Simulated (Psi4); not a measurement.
# triplet MoO3 at 5 levels

Aim: a comparison of 5 runs (U-wB97X-V/def2-SVPD, UCAM-B3LYP/def2-SVPD, UDSD-PBEP86/def2-SVPD, UM06-2X/def2-SVPD, UMP3/def2-SVPD) of triplet MoO3. 

The results are computed with Psi4 1.11.

## 1. Starting point

The species is MoO3 (4 atoms), meant as a triplet with charge 0. As SMILES of the parent species, `[O]=[Mo](=[O])=[O]`. The coordinates come from a PBE0-D4/def2-TZVP relaxation. That shape belongs to the parent species and isn't relaxed for this state.

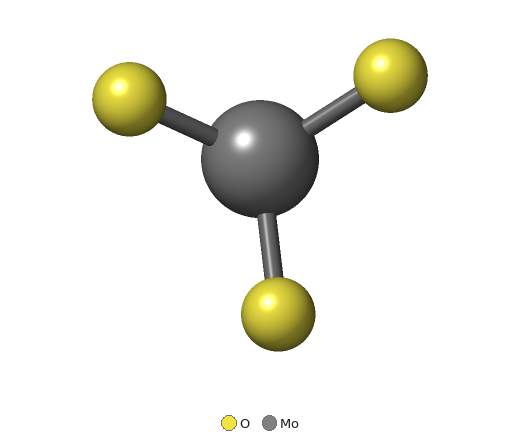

Viewed from a chosen angle; oxygen yellow, molybdenum grey.

## 2. A single-point energy at U-wB97X-V/def2-SVPD (core potential) (run 1)

input.dat reads:

```
memory 1600 mb

molecule {
  0 3
  O     -1.82925489    -0.28308097     2.38577923
  Mo    -0.26097118    -0.63589284    -0.37851214
  O      2.84781727    -1.14819759     0.16780768
  O     -0.65233346     1.95322092    -2.21362518
  units bohr
  symmetry c1
  no_reorient
  no_com
}

set basis def2-SVPD
set reference uks
set puream true
set e_convergence 1e-09
set d_convergence 1e-08
set scf_type pk
set dft_radial_points 99
set dft_spherical_points 590
set maxiter 100

energy("wb97x-v")
```

The run is started by

```
$ psi4 -n 1 input.dat output.dat
```

output.dat:

```text
[...]
    !!!  WARNING: ECP capability is in beta. Please check occupations closely.  !!!
[...]
  Running in c1 symmetry.
[...]
  Nuclear repulsion =  141.662163929513753
[...]
  Multiplicity = 3
[...]
  Nalpha       = 20
  Nbeta        = 18
[...]
    Number of basis functions: 103
[...]
   @UKS iter   1:  -292.68873462766248   -3.61432e-01   1.28817e-02 ADIIS/DIIS
[...]
   @UKS iter  41:  -293.54249353997534   -1.11982e-11   7.55903e-09 DIIS
[...]
   @S^2 Observed:                2.046448090E+00
[...]
    Orbital Energies [Eh]
    ---------------------
    Alpha Occupied:
       1A    -19.324546     2A    -19.324402     3A    -19.253240
       4A     -2.827032     5A     -1.846301     6A     -1.837778
       7A     -1.817469     8A     -1.121074     9A     -1.105512
      10A     -1.034494    11A     -0.629933    12A     -0.597602
      13A     -0.570536    14A     -0.563844    15A     -0.551342
      16A     -0.537719    17A     -0.473932    18A     -0.464442
      19A     -0.446237    20A     -0.346850
    Alpha Virtual:
      21A     -0.015115    22A     -0.007448    23A      0.032403
      24A      0.064063    25A      0.072317    26A      0.074588
[...]
  @UKS Final Energy:  -293.54249353997534
   => Energetics <=
    Nuclear Repulsion Energy =            141.6621639295137527
    One-Electron Energy =                -707.0716398369618219
    Two-Electron Energy =                 294.9290642103069899
    DFT Exchange-Correlation Energy =     -23.2108370862712690
    Empirical Dispersion Energy =           0.0000000000000000
    VV10 Nonlocal Energy =                  0.1487552434370021
    Total Energy =                       -293.5424935399753394
[...]
 Multipole Moments:
 ------------------------------------------------------------------------------------
     Multipole            Electronic (a.u.)      Nuclear  (a.u.)        Total (a.u.)
 ------------------------------------------------------------------------------------
 L = 1.  Multiply by 2.5417464519 to convert [e a0] to [Debye]
 Dipole X            :          0.7257266           -0.7237652            0.0019614
 Dipole Y            :          4.0695069           -4.7269609           -0.6574539
 Dipole Z            :          1.7226120           -2.5794761           -0.8568641
 Magnitude           :                                                    1.0800304
[...]
```

Wall time 4 min (1 thread of Intel Xeon Platinum 8259CL at 2.50GHz (Skylake/Cascade Lake), shared host); peak memory 0.75 GiB.

## 3. Energy and gradient at UCAM-B3LYP/def2-SVPD (core potential) (run 2)

input.in reads:

```
memory 1.6 GB

molecule {
  0 3
  O     -0.968000    -0.149800     1.262500
  Mo    -0.138100    -0.336500    -0.200300
  O      1.507000    -0.607600     0.088800
  O     -0.345200     1.033600    -1.171400
  symmetry c1
}

set basis def2-SVPD
set reference uks
set puream true
set e_convergence 1e-09
set d_convergence 1e-08
set scf_type pk
set dft_radial_points 99
set dft_spherical_points 590
set maxiter 100

gradient('cam-b3lyp')
```

The run is started by

```
$ psi4 input.in input.out -n 1
```

input.out:

```text
[...]
    !!!  WARNING: ECP capability is in beta. Please check occupations closely.  !!!
[...]
  Running in c1 symmetry.
[...]
  Nuclear repulsion =  141.662163783728460
[...]
  Multiplicity = 3
[...]
  Nalpha       = 20
  Nbeta        = 18
[...]
    Number of basis functions: 103
[...]
   @UKS iter   1:  -292.62205486243272   -2.01948e-01   1.39239e-02 ADIIS/DIIS
[...]
   @UKS iter  37:  -293.55498187490826   -1.40403e-11   7.13233e-09 DIIS
[...]
   @S^2 Observed:                2.043532666E+00
[...]
  @UKS Final Energy:  -293.55498187490826
   => Energetics <=
    Nuclear Repulsion Energy =            141.6621637837284595
    One-Electron Energy =                -707.1335551199160818
    Two-Electron Energy =                 296.2601024740002913
    DFT Exchange-Correlation Energy =     -24.3436930127209479
    Empirical Dispersion Energy =           0.0000000000000000
    VV10 Nonlocal Energy =                  0.0000000000000000
    Total Energy =                       -293.5549818749082647
[...]
 Multipole Moments:
 ------------------------------------------------------------------------------------
     Multipole            Electronic (a.u.)      Nuclear  (a.u.)        Total (a.u.)
 ------------------------------------------------------------------------------------
 L = 1.  Multiply by 2.5417464519 to convert [e a0] to [Debye]
 Dipole X            :         -4.4097561            4.4055885           -0.0041675
 Dipole Y            :         -9.9694728            9.3146935           -0.6547792
 Dipole Z            :         -6.5016097            5.6567727           -0.8448369
 Magnitude           :                                                    1.0688792
[...]
  -Total Gradient:
     Atom            X                  Y                   Z
    ------   -----------------  -----------------  -----------------
       1       -0.000281300037     0.004582430640     0.006315670727
       2        0.065136391258     0.039658376527    -0.043823274896
       3       -0.071130515721     0.012073066564    -0.007510425431
       4        0.006218015715    -0.056297963118     0.045034569397
[...]
```

Wall time 1.7 min (1 thread of Intel Xeon Platinum 8259CL at 2.50GHz (Skylake/Cascade Lake), shared host); peak memory 0.74 GiB.

Runs 3 to 4 aren't shown in full; the table further down has their settings and results.

## 4. A single-point energy at UMP3/def2-SVPD (core potential) (run 5)

moo3.py reads:

```python
import psi4

psi4.set_memory(1600000000)
psi4.set_num_threads(1)
psi4.set_output_file('moo3.out', False)

geom = psi4.geometry("""
0 3
O     -0.968000    -0.149800     1.262500
Mo    -0.138100    -0.336500    -0.200300
O      1.507000    -0.607600     0.088800
O     -0.345200     1.033600    -1.171400
symmetry c1
""")

psi4.set_options({
    'basis': 'def2-SVPD',
    'reference': 'uhf',
    'puream': True,
    'e_convergence': 1e-09,
    'd_convergence': 1e-08,
    'scf_type': 'pk',
    'num_frozen_docc': 3,
    'maxiter': 100,
    'mp_type': 'conv',
})

e, wfn = psi4.energy('mp3', molecule=geom, return_wfn=True)
print(f'total energy {e:.8f} hartree = {e * 27.211386:.5f} eV')
for k, v in sorted(psi4.core.scalar_variables().items()):
    print(f'{k:45s} {v:18.10f}')
```

The run is started by

```
$ python moo3.py
```

moo3.out:

```text
[...]
    !!!  WARNING: ECP capability is in beta. Please check occupations closely.  !!!
[...]
  Running in c1 symmetry.
[...]
  Nuclear repulsion =  141.662163783728460
[...]
  Multiplicity = 3
[...]
  Nalpha       = 20
  Nbeta        = 18
[...]
    Number of basis functions: 103
[...]
   @UHF iter   1:  -291.18544093762591   -9.23683e-01   1.08547e-02 ADIIS/DIIS
[...]
   @UHF iter  47:  -291.86282832466458   -1.69962e-11   9.56166e-09 DIIS
[...]
   @S^2 Observed:                2.273666183E+00
[...]
    Orbital Energies [Eh]
    ---------------------
    Alpha Occupied:
       1A    -20.672420     2A    -20.672411     3A    -20.571666
       4A     -3.209000     5A     -2.069383     6A     -2.068907
       7A     -2.050411     8A     -1.359367     9A     -1.338590
      10A     -1.202080    11A     -0.744762    12A     -0.684772
      13A     -0.666550    14A     -0.653764    15A     -0.646916
      16A     -0.630674    17A     -0.529017    18A     -0.499904
      19A     -0.491002    20A     -0.393895
    Alpha Virtual:
      21A      0.030986    22A      0.039726    23A      0.059469
      24A      0.075802    25A      0.086453    26A      0.091277
[...]
  @UHF Final Energy:  -291.86282832466458
   => Energetics <=
    Nuclear Repulsion Energy =            141.6621637837284595
    One-Electron Energy =                -706.5810558049937526
    Two-Electron Energy =                 273.0560636966006882
    Total Energy =                       -291.8628283246645765
  UHF NO Occupations:
  HONO-2 :   18  A 1.8670330
  HONO-1 :   19  A 1.0000000
[...]
 Multipole Moments:
 ------------------------------------------------------------------------------------
     Multipole            Electronic (a.u.)      Nuclear  (a.u.)        Total (a.u.)
 ------------------------------------------------------------------------------------
 L = 1.  Multiply by 2.5417464519 to convert [e a0] to [Debye]
 Dipole X            :         -4.6438039            4.4055885           -0.2382154
 Dipole Y            :        -10.7230490            9.3146935           -1.4083554
 Dipole Z            :         -5.6099146            5.6567727            0.0468581
 Magnitude           :                                                    1.4291281
[...]
	SCS-MP2 Total Energy (a.u.)        :  -292.74127925375910
	SOS-MP2 Total Energy (a.u.)        :  -292.70845060514745
[...]
	SOS-PI-MP2 Total Energy (a.u.)     :  -292.77349847287689
[...]
	MP2 Total Energy (a.u.)            :  -292.80693655098230
[...]
	SCS-MP3 Total Energy (a.u.)        :  -292.72134084079261
[...]
	MP3 Total Energy (a.u.)            :  -292.72718289911631
[...]
```

Run time: 40 s. Hardware: 1 thread of Intel Xeon Platinum 8259CL at 2.50GHz (Skylake/Cascade Lake), shared host; peak memory 0.99 GiB.

## 5. The series

```csv
run,level,task,frozen core orbitals,energy (Eh),dipole moment (D),HOMO energy (eV),LUMO energy (eV),wall time
1,U-wB97X-V/def2-SVPD (core potential),energy,0,-293.542494,2.75,-9.44,-4.98,4 min
2,UCAM-B3LYP/def2-SVPD (core potential),gradient,0,-293.554982,2.72,-8.55,-6.02,1.7 min
3,"UDSD-PBEP86/def2-SVPD (core potential, density fitting for correlation)",energy,3,-293.093190,–,-9.51,-3.53,81 s
4,UM06-2X/def2-SVPD (core potential),gradient,0,-293.443332,2.68,-8.41,-6.17,2.7 min
5,UMP3/def2-SVPD (core potential),energy,3,-292.727183,–,-10.72,-1.00,40 s
```

## 6. What came out

| quantity | value |
| --- | --- |
| run 5: total energy | -292.72718 Eh |
| run 5: HOMO energy (Hartree–Fock orbitals) (highest over α and β) | -10.72 eV |
| run 5: LUMO energy (Hartree–Fock orbitals) (lowest over α and β) | -1.00 eV |
| run 5: correlation energy (3 core orbitals frozen) | -864.4 mEh |
| run 5: ⟨S²⟩ of the reference determinant | 2.274 |

**Reading.** Over runs 1, 2, 4 the dipole moment (its size) runs from 2.68 D (UM06-2X/def2-SVPD) to 2.75 D (U-wB97X-V/def2-SVPD). Totals of different functionals can't be ranked against each other. Spin contamination of the reference: run 5 ⟨S²⟩ = 2.27, run 3 ⟨S²⟩ = 2.16. All runs together took 10 min, the longest 4 min.
